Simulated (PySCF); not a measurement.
## Excited-state calculation of C$_{4}$H$_{7}$P

C$_{4}$H$_{7}$P, computed with TDDFT CAM-B3LYP/def2-SVPD, vertical, gas phase, core orbitals frozen in the response (PySCF 2.14.0).

The geometry comes from this level: GFN2-xTB. It belongs to a series of runs on one base structure; here: H replaced by cPr.

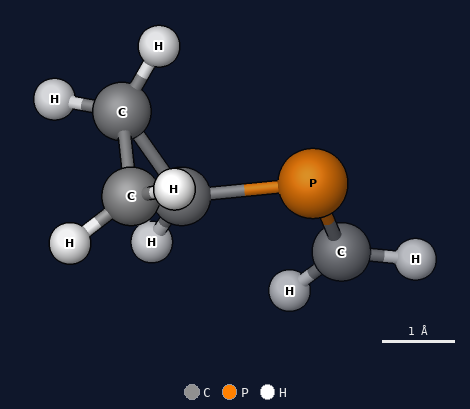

*The structure as given in the input (ball-and-stick view, seen at a tilt).*

Bond lengths as drawn: C–C 1.49 to 1.51 Å, C–H 1.08 Å and C–P 1.66 to 1.84 Å.

Key numbers

- outcome: converged
- total energy: −497.621526 hartree
- HOMO: −8.35 eV
- LUMO: −0.24 eV
- dipole moment: 1.32 D
- mean polarisability: 72.53 a.u.
- lowest singlet excitation: 4.89 eV
- hardware: 1 CPU thread, shared host
- wall time: 21 s
- peak memory: 0.71 GiB

Input file
```
{"job": {"kind": "uv", "xc": "CAM-B3LYP", "basis": "def2-SVPD", "nstates": 8, "ntriplets": 3}, "charge": 0, "multiplicity": 1}
C      2.523887    -0.057126     0.265957
P      1.172265     0.704982     0.862366
C     -0.159738    -0.149684    -0.069916
C     -1.381080     0.641105    -0.462026
C     -1.481612    -0.382877     0.613842
H      2.496810    -0.841097    -0.473631
H      3.498418     0.229342     0.622327
H      0.178135    -0.912384    -0.763598
H     -1.829487     0.433270    -1.422115
H     -1.423811     1.682779    -0.178602
H     -1.999968    -1.306779     0.405341
H     -1.592621    -0.042216     1.632906
```

The first line tells a small driver script what to run in PySCF; the rest is the geometry in Å.

Launched with:
```bash
OMP_NUM_THREADS=1 python <driver script> task.json out
```

Log
```
coarse grid: 10312 points
cycle   1  E = -497.5308829694  dE =  6.710e-01  |g| = 2.445e-01  |ddm| = 5.372e+00
cycle   2  E = -497.5398570324  dE = -8.974e-03  |g| = 1.938e-01  |ddm| = 7.292e-01
cycle   3  E = -497.5493275503  dE = -9.471e-03  |g| = 5.290e-02  |ddm| = 3.086e-01
cycle   4  E = -497.5500023200  dE = -6.748e-04  |g| = 2.416e-02  |ddm| = 1.002e-01
cycle   5  E = -497.5501707034  dE = -1.684e-04  |g| = 4.007e-03  |ddm| = 3.778e-02
cycle   6  E = -497.5501754292  dE = -4.726e-06  |g| = 1.295e-03  |ddm| = 8.956e-03
final grid: 94368 points
cycle   7  E = -497.6215222451  dE = -2.630e-05  |g| = 3.488e-03  |ddm| = 6.506e-02
cycle   8  E = -497.6215223631  dE = -1.180e-07  |g| = 3.588e-03  |ddm| = 1.044e-02
cycle   9  E = -497.6215256383  dE = -3.275e-06  |g| = 1.766e-04  |ddm| = 4.319e-03
cycle  10  E = -497.6215256461  dE = -7.753e-09  |g| = 1.291e-04  |ddm| = 6.574e-04
cycle  11  E = -497.6215256505  dE = -4.421e-09  |g| = 2.097e-05  |ddm| = 2.647e-04
cycle  12  E = -497.6215256506  dE = -1.417e-10  |g| = 6.778e-06  |ddm| = 7.657e-05
```

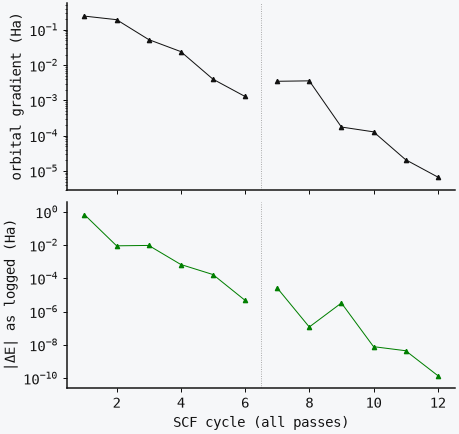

*Convergence of the self-consistent field: orbital gradient and size of the energy change against the SCF cycle. The dotted line marks the change from a coarse to the final integration grid.*

The first 6 cycles use a coarse grid, the final grid takes over at cycle 7, and the field converges after 12 cycles in all.

```
converged SCF energy = -497.6215256506

Static polarisability (au): isotropic 72.527, principal 58.322 63.806 95.455

Singlet excitations
state   eV       nm        f      main configurations
  1   4.8885    253.6   0.01104   H-1->L 0.98
  2   5.4836    226.1   0.24647   H->L 0.95
  3   6.3868    194.1   0.00107   H-2->L 0.84, H-4->L 0.10
  4   6.7281    184.3   0.01388   H->L+2 0.50, H->L+1 0.29, H->L+5 0.12
  5   7.1873    172.5   0.02580   H->L+2 0.46, H->L+1 0.36, H->L+5 0.12
  6   7.3841    167.9   0.03513   H-3->L 0.94
  7   7.6209    162.7   0.04027   H->L+4 0.45, H->L+5 0.39
  8   7.6961    161.1   0.20328   H-1->L+1 0.46, H-1->L+2 0.35

Triplet excitations (Tamm-Dancoff, eV): 2.8983 3.8856 6.0318
```

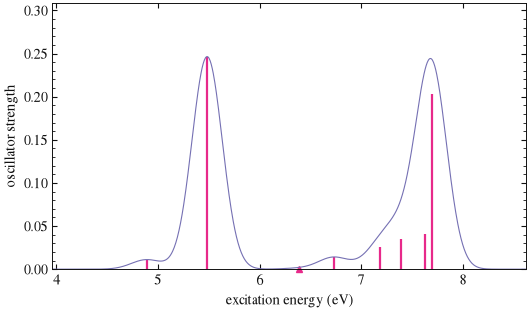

*Computed excitations as sticks (degenerate states added up, dark ones marked on the axis), with a Gaussian envelope of 0.35 eV full width at half maximum, scaled to the tallest.*

Of the 8 states the lowest lies at 4.89 eV (f = 0.011); the strongest line is at 5.48 eV, or 226 nm (f = 0.246).

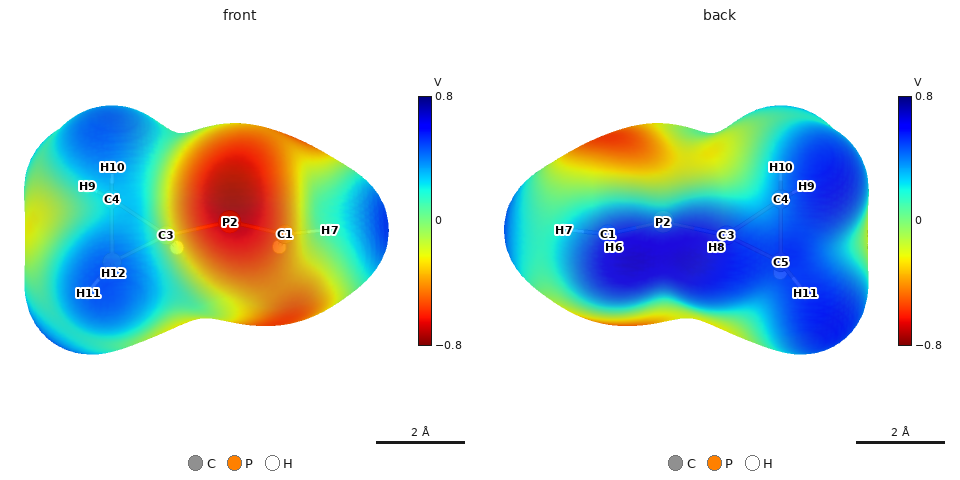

*The electrostatic potential painted on the density surface at 0.001 e/bohr³, seen at a tilt and from behind; red is negative and blue positive.*

A positive charge is drawn to the negative regions and a negative charge to the positive ones.

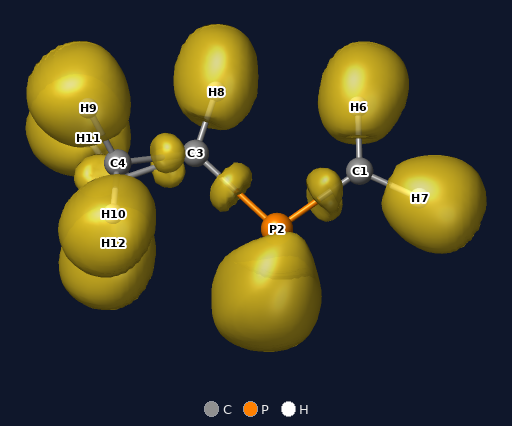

*Isosurface of the ELF at 0.85 (yellow), seen from the side. Core shells and regions of very low density are left out.*

Along the contacts the grid gives the following. C–C (1.49 Å): the ELF peaks at about 0.90 between the atoms, which marks a covalent bond.

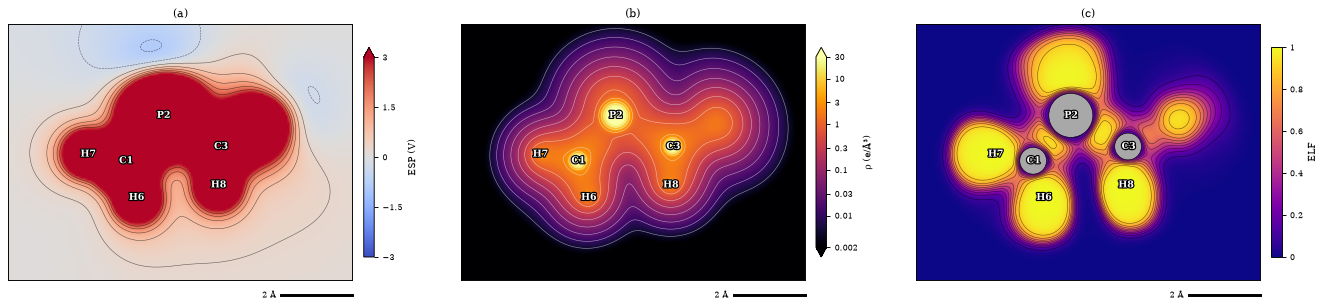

*(a) electrostatic potential; (b) total electron density; (c) ELF on the plane of atoms P2, C1 and H7. Grey discs, where drawn, cover atomic cores.*

The section cuts through C, P and H sites. C–P (1.66 Å): ρ is about 1.4 e/Å³ halfway; the ELF peaks at about 0.90 between the atoms, which marks a covalent bond. C–P (1.84 Å): ρ is about 1.2 e/Å³ halfway; the ELF peaks at about 0.95 between the atoms, as expected for localised, shared-pair bonding.
